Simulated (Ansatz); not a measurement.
**F2GaH2P: density, localisation and related maps**

The calculation's input:

```
crystal:
  periodic: [false, false, false]
  atoms:
    - {symbol: F, position_ang: [2.095862, 0.241093, 0.211399]}
    - {symbol: F, position_ang: [2.367763, -1.722122, -3.929613]}
    - {symbol: Ga, position_ang: [2.845836, -0.676233, -2.586637]}
    - {symbol: P, position_ang: [1.584472, -1.076632, -0.637539]}
    - {symbol: H, position_ang: [0.435645, -0.483285, -1.270112]}
    - {symbol: H, position_ang: [4.056465, 0.274866, -2.877015]}
basis:
  gaussian: {orbitals: def2-TZVPD}
hamiltonian: {xc: {name: PBE0}}
output: {forces: true, orbitals: {seedname: orbitals}}
```

Launched as:

```sh
ansatz run input.yaml --threads 2 --pin off --max-ram 4350MiB --events-out events.jsonl --progress --plain --runs-dir runs
```

Geometry: B3LYP-D3(BJ)/def2-SVP.

Level of theory: isolated molecule in a Gaussian basis; Kohn-Sham density functional theory, functional PBE0 (Ansatz).

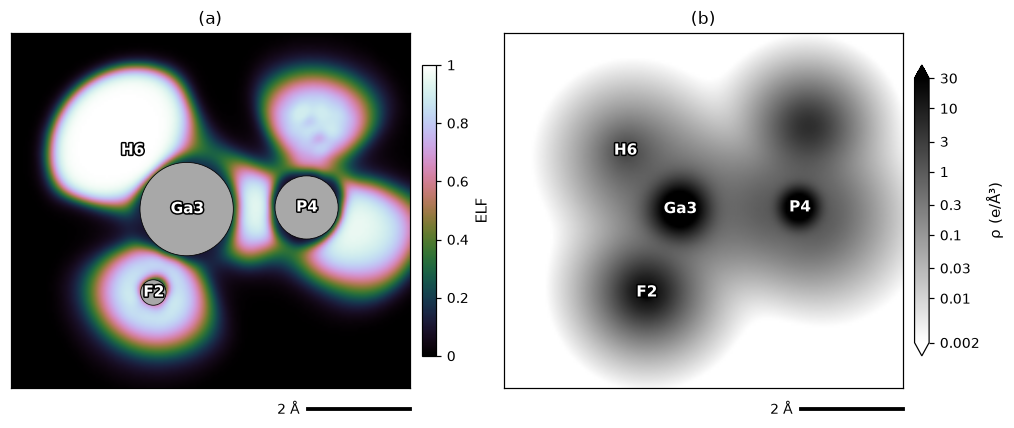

Figure 1. (a) electron localisation function; (b) total electron density on the plane of atoms P4, Ga3 and H6. Grey discs cover the atomic cores in the ELF map.

**Interpret the plot.**

Atoms in the plane: F, Ga, P and H. Ga–F (1.77 Å): ρ at the midpoint is about 0.87 e/Å³; the ELF peaks at about 0.80 in the valence shell of F, 0.5 Å from its nucleus, and is about 0.20 at the midpoint. Ga–P (2.36 Å): ρ is about 0.61 e/Å³ halfway; the ELF peaks at about 0.95 between the atoms; a covalent bond. Ga–H (1.57 Å): the density is about 1 e/Å³ at the midpoint; the ELF climbs to about 1 towards the hydrogen. The ELF also peaks beside F2, P4 and F1, away from the bonds: lone-pair regions.

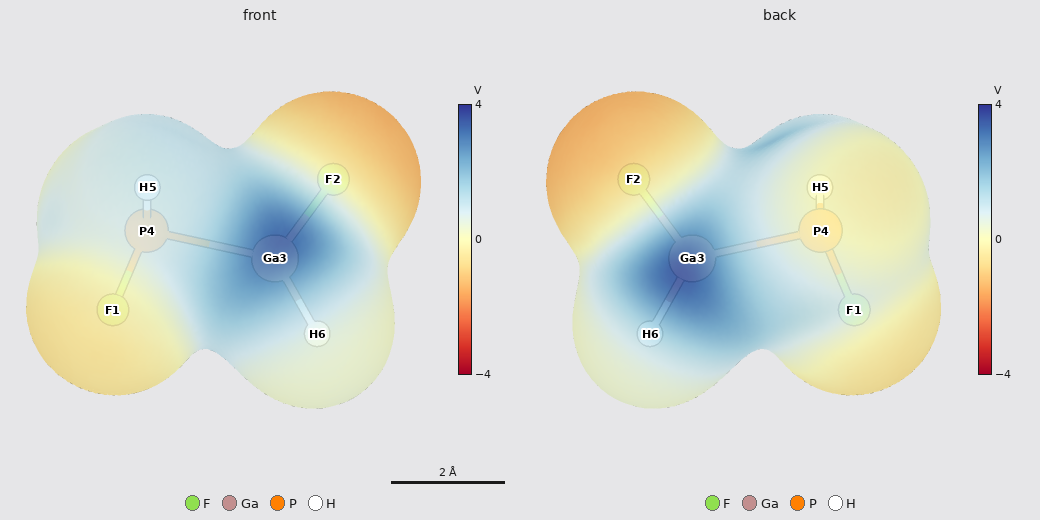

Figure 2. The electrostatic potential painted on the density surface at 0.002 e/bohr³, seen from the front and from behind; red is negative and blue positive.

**Where is the surface potential most negative and most positive?**

The most negative region (about −1.4 V) lies over F2, the most positive (about +3.3 V) over Ga3.

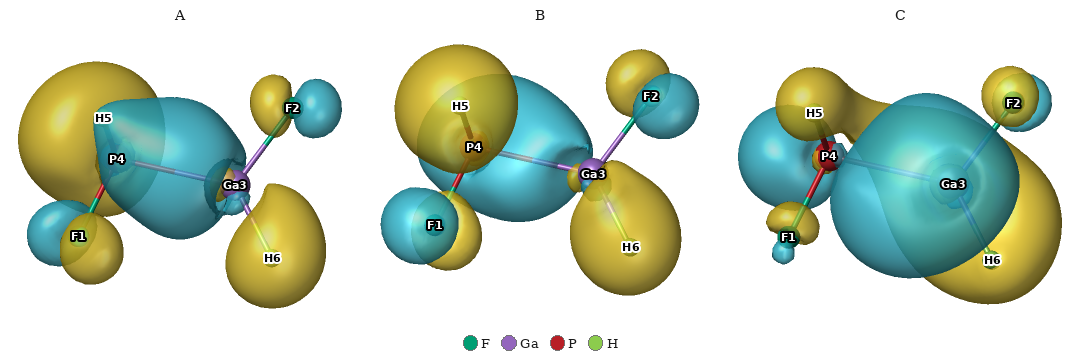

Figure 3. Three frontier orbitals at ±0.08 Å⁻³ᐟ² (yellow and cyan are the two phases), in no order.

**Which picture is the HOMO−1, the HOMO and the LUMO?**

B is the HOMO−1 (−9.38 eV). It lies mainly on P4 (about 45 %), H5 (about 15 %), F1 (about 15 %), Ga3 (about 10 %), H6 (about 10 %) and F2 (about 5 %). A is the HOMO (−7.62 eV). Its weight (Hirshfeld) is mainly on P4 (about 55 %), Ga3 (about 20 %), F1 (about 10 %) and H6 (about 10 %). C is the LUMO (−1.81 eV). It lies mainly on Ga3 (about 70 %) and P4 (about 15 %).

**What is the HOMO–LUMO gap?**

5.81 eV between the orbital energies.
